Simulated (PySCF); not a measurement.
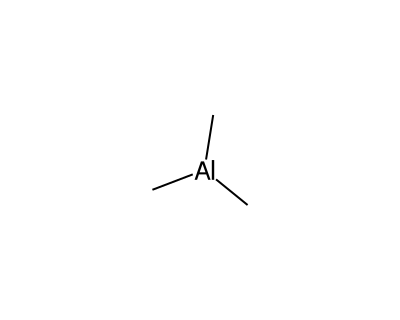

Structural formula above. The computed structure is the end point of a GFN2-xTB optimisation. No frequency run is at hand to confirm it as a minimum.

What does the molecule look like in three dimensions?

Formula C3H9Al. Its SMILES string is `[CH3][Al]([CH3])[CH3]`. Coordination: 3 C tetrahedral; 1 Al trigonal planar.

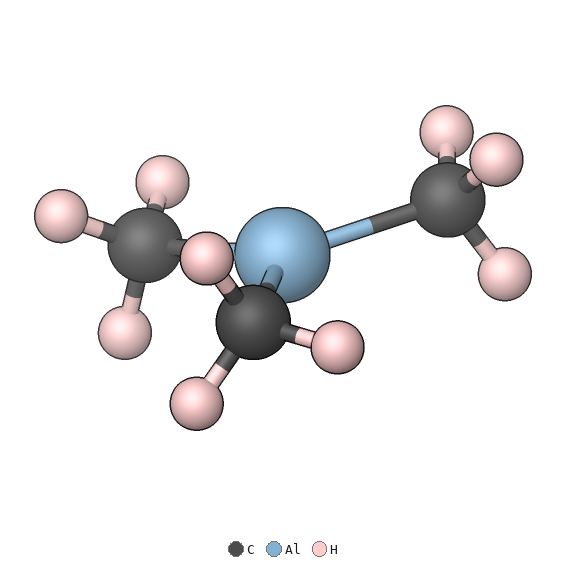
